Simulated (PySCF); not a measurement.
**C₇H₁₂OSSi: density, localisation and related maps**

The calculation's input:

```
{"job": {"kind": "nmr", "xc": "PBE0", "basis": "pcSseg-1"}, "charge": 0, "multiplicity": 1}
C      1.397041    -0.146581     0.165756
C      0.203757     0.322227    -0.187360
Si    -1.382963    -0.599288     0.127304
O     -2.526491     0.329195     0.830716
C     -3.697749     0.602389     0.117472
C     -4.004212    -0.517372    -0.864831
S     -2.458458    -0.986927    -1.703025
C      2.668343     0.538840    -0.073211
C      3.901767    -0.278603    -0.371875
C      3.776174     0.409487     0.943553
H      1.467872    -1.100225     0.671799
H      0.158808     1.279603    -0.694631
H     -1.270559    -1.825949     0.906563
H     -3.569761     1.548196    -0.421998
H     -4.514489     0.713213     0.837805
H     -4.376788    -1.398575    -0.342847
H     -4.721232    -0.206291    -1.620508
H      2.577124     1.491083    -0.580946
H      3.794721    -1.352206    -0.400254
H      4.599896     0.110087    -1.096949
H      4.384833     1.279151     1.136733
H      3.581954    -0.192069     1.818314
```

Run with:

```sh
OMP_NUM_THREADS=1 python probes_run.py task.json out
```

Geometry: GFN2-xTB.

Method: PBE0/pcSseg-1, SCF density, gas phase, non-relativistic in PySCF.

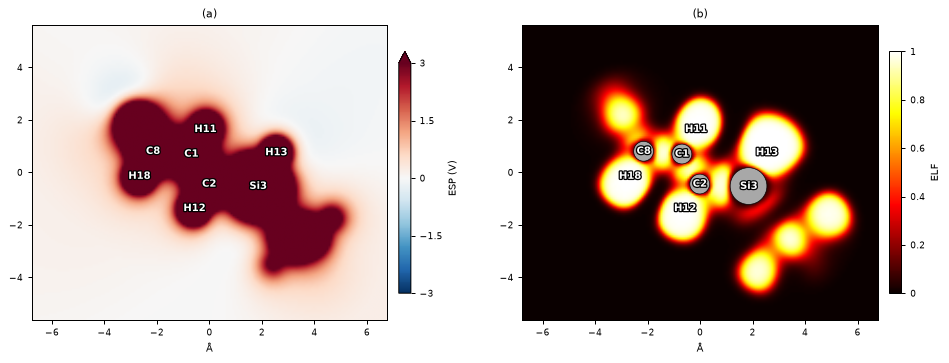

Figure 1. (a) molecular electrostatic potential; (b) electron localisation function on the plane of atoms C2, C1 and H11. Grey discs cover the atomic cores in the ELF map.

> Describe what can be read from this map.

- The plane passes through C, Si and H nuclei.
- C–C (1.33 Å): the ELF peaks at about 0.95 between the atoms (a short, multiple covalent bond).
- C–Si (1.86 Å): the ELF peaks at about 0.95 between the atoms: localised, covalent bonding.
- C–H (1.08 Å): the ELF climbs to about 1 towards the hydrogen, as it does in any bond to H: a covalent bond by its length.
- The potential has no marked negative region in this plane.

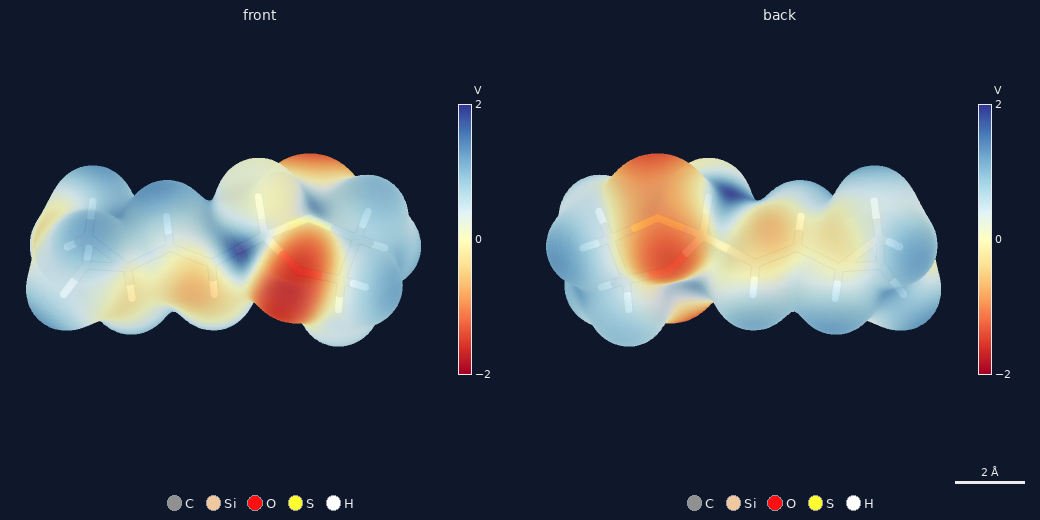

Figure 2. The electrostatic potential painted on the density surface at 0.004 e/bohr³, seen from the front and from behind; red is negative and blue positive.

> Where is the surface potential most negative and most positive?

The most negative region (about −1.6 V) lies over O4, the most positive (about +1.7 V) over Si3. O4 is the likeliest acceptor of a hydrogen bond.

> What dipole moment does the calculation give?

Its dipole moment is 1.41 D.
